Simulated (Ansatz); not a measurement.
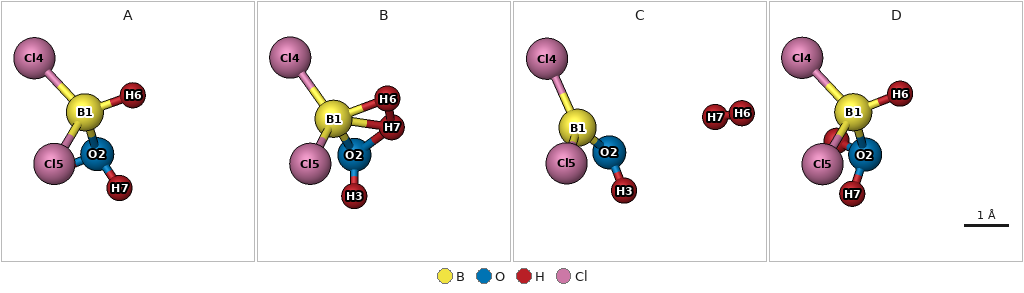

4 geometries from a converged minimum-energy path of BH3OCl2, made up of BHOCl2 and H2, shuffled. A ball-and-stick model, seen face on.

These are results of RKS PBE-D4/6-31G* in Ansatz, not measurements. Run with 5 movable images; climbing image; force threshold 0.05 eV/Å; iteration limit 60; starting path through a guess of the saddle point.

**Which frame is the top of the path?**

B. In order along the path, whose images run from 0 to 6: C (image 0, 0.0 kJ/mol), B (image 3, +178.4 kJ/mol), A (image 5, +71.5 kJ/mol), D (image 6, +69.6 kJ/mol). Breaking: H6–H7 (0.75 → 1.04 at the top → 2.90 Å). Forming: B1–H6 (3.80 → 1.36 at the top → 1.20 Å), O2–H7 (2.69 → 1.30 at the top → 0.99 Å).

Limits of the set-up: the start holds two separate molecules, 2.7 Å apart at their closest, whose relative position is a soft coordinate.

Cost: 2.4 min on 1 thread of Arm Neoverse V2, with other jobs on the host, peak memory 0.13 GiB.
